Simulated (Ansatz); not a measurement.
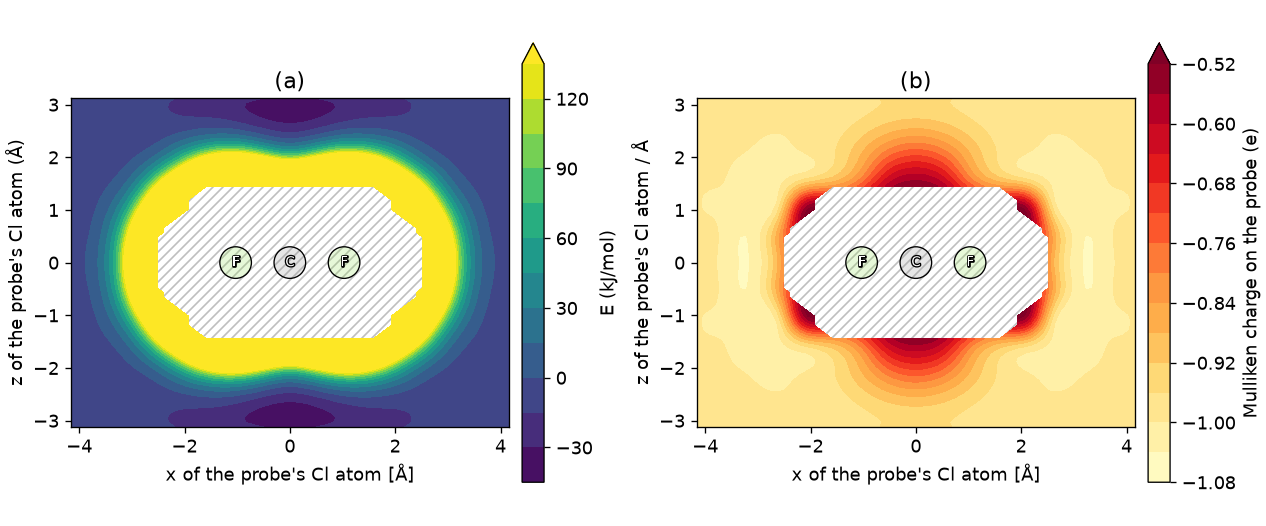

CF₂ (SMILES F[C]F) with the probe Cl-. The probe is moved over the plane through the molecule's long axis and the normal of its main plane. The first coordinate is: x of the probe's Cl atom; the second: z of the probe's Cl atom. Nothing is relaxed (molecule and probe rigid). The grid has 17 × 13 points; 49 points were computed and 131 follow by symmetry. At 41 points there is no value (left out of the scan, as a rule where atoms come close). All energies are given in kJ/mol relative to molecule and probe far apart, each relaxed in its own basis (no counterpoise correction). These are results of RKS wB97X-V/def2-SVPD (Ansatz), not measurements.

Panel (a) is the energy and panel (b) the computed Mulliken charge on the probe on the same grid.

Drawn: filled contours, labelled circles for the molecule's atoms, projected on the plane, one colour for all values above the top of the scale, hatched blanks where no value was computed. Between grid points the surface is interpolated.

### How does the Mulliken charge on the probe vary over the map, and what is it at the lowest grid point?

Leaving out the highest fifth of the energies, it runs from −1.03 e at x of the probe's Cl atom = −3.12 Å, z of the probe's Cl atom = −0.52 Å [nearest 1 F at 2.17 Å] to −0.74 e at x of the probe's Cl atom = 0.00 Å, z of the probe's Cl atom = −2.08 Å [nearest 1 C at 2.15 Å]. At the lowest grid point, x of the probe's Cl atom = 0.00 Å, z of the probe's Cl atom = −3.12 Å [nearest 1 C at 3.16 Å], it is −0.95 e. That point lies on the edge of the scan.
